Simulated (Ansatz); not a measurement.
The figure comes from a scan of PbS (rock salt): a phonon pattern at L = (0.5, 0.0, 0.0) is frozen into a 4-atom cell, Q being the largest atomic displacement. Method: r2SCAN (plane waves to 500 eV, PAW, scalar-relativistic; Ansatz, a quantum-chemistry and plane-wave program). k mesh 5×10×10 (Γ-centred), Fermi-Dirac smearing 0.05 eV. The energy includes the smearing's −TS. PbS was relaxed with its symmetry unable to fall. Spin-orbit coupling is left out, though Pb is heavy. The PAW data are Ansatz's earlier set. ΔE is measured from the undisplaced structure.

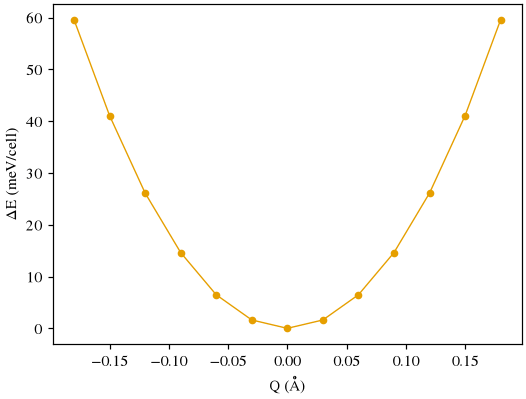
Fig. 1. ΔE (meV/cell) against Q (Å); one marker a computed point.

Problem. Read the plotted values off the figure, to the accuracy that the plot allows.

Solution. To the nearest 1:

| Q (Å) | ΔE (meV/cell) |
|---|---|
| -0.180 | 60 |
| -0.150 | 41 |
| -0.120 | 26 |
| -0.090 | 15 |
| -0.060 | 6 |
| -0.030 | 2 |
| 0.000 | 0 |
| 0.030 | 2 |
| 0.060 | 6 |
| 0.090 | 15 |
| 0.120 | 26 |
| 0.150 | 41 |
| 0.180 | 60 |

(A displaced cell: forces are minus the slopes of the energy, force constants its curvatures, and phonons follow from these.)
